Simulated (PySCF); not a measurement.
SMILES N([SiH](F)F)[SiH2]N (H6F2N2Si2) at its B3LYP/def2-SVP optimised geometry (Å):

```
12

Si    -0.4633    -0.7632     0.0000
F     -1.0076     0.7632     0.0000
F     -1.0038    -1.3633     1.4039
N     -1.0904    -1.6284    -1.3324
Si    -0.2712    -2.5330    -2.5941
N     -0.8468    -2.0226    -4.1383
H      1.0076    -0.7632     0.0000
H     -2.1079    -1.6224    -1.4196
H      1.1774    -2.3160    -2.3036
H     -0.5631    -3.9943    -2.5504
H     -0.9373    -2.6904    -4.8970
H     -0.7141    -1.0775    -4.4847
```

Calculation: B3LYP/def2-TZVP (PySCF). Cells within 0.4 Å of a nucleus heavier than hydrogen are left out (blank, or x).

Map of the HOMO−1 amplitude (bohr^(-3/2)) on the plane z = 0.0 Å; orbital energy -8.14 eV, overall sign arbitrary:

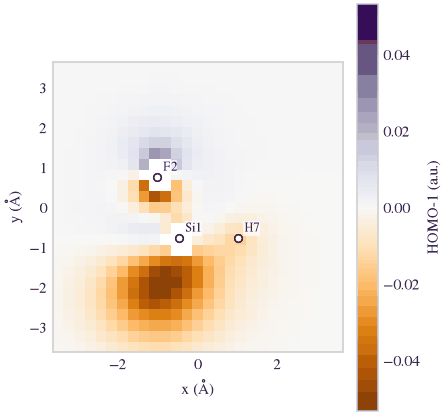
Figure. HOMO−1 amplitude (bohr^(-3/2)) on the plane z = 0.0 Å.
